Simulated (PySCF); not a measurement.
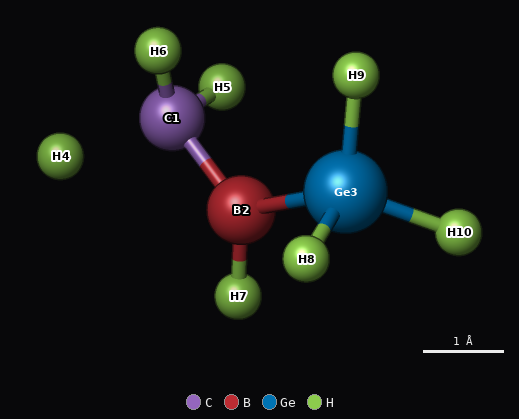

*The input geometry (ball-and-stick view, seen at an oblique angle; atoms are numbered from 1 in the order of the input). Sticks mark near contacts.*

Bond lengths as drawn: B–C 1.55 Å, B–Ge 2.07 Å, B–H 1.20 Å, C–H 1.09 to 1.11 Å and Ge–H 1.54 Å.

**Single-point calculation, with input and output: CH7BGe**

The run: single-point calculation of CH7BGe. Method and program: HF/STO-3G, RHF (PySCF 2.14.0).

A bond length was changed on purpose from its optimised value.

## The program's output
```
converged SCF energy = -2117.47816796849
total energy: -2117.47816797 hartree
```

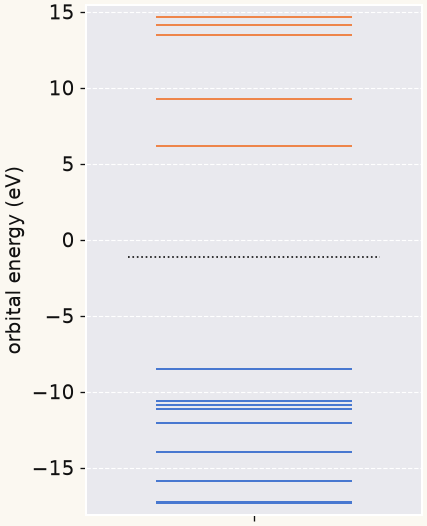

*Orbital energies near the frontier; the dotted line parts filled from empty levels, and levels within 0.02 eV of each other stand side by side.*

Highest filled −8.49 eV, lowest empty 6.15 eV, 14.64 eV apart.

This output came from the following input.

## Input file (job.py)
```python
from pyscf import gto, scf

molecule = gto.M(
    atom='''
C   -0.830671   0.897747  -0.191072
B    0.366729  -0.073253  -0.331072
Ge   1.491929  -0.734853   1.270228
H   -1.972600   0.748500  -1.357000
H   -0.366671   1.887047  -0.360972
H   -1.296471   0.948447   0.794428
H    0.706629  -0.431953  -1.424372
H    1.299029  -2.257653   1.436928
H    1.109829  -0.079153   2.612628
H    3.001129  -0.508553   1.050728
''',
    verbose=3,
    spin=0,
    basis='sto-3g',
    max_memory=1860,
)

hf = scf.RHF(molecule)
hf.conv_tol = 1e-10
hf.kernel()
if not hf.converged:
    hf = hf.newton().run(hf.mo_coeff, hf.mo_occ)

etot = hf.e_tot
print(f'total energy: {etot:.8f} hartree')
```

Launched with:
```bash
OMP_NUM_THREADS=1 python job.py
```

## Key numbers

- outcome: converged
- total energy: −2117.478168 hartree
- basis functions: 35
- HOMO: −8.49 eV
- LUMO: 6.15 eV
- dipole moment: 0.49 D
- hardware: 1 thread of Intel Xeon @ 2.70GHz, 189 GiB of memory available, shared host
- wall time: 0.89 s
- peak memory: 0.1 GiB
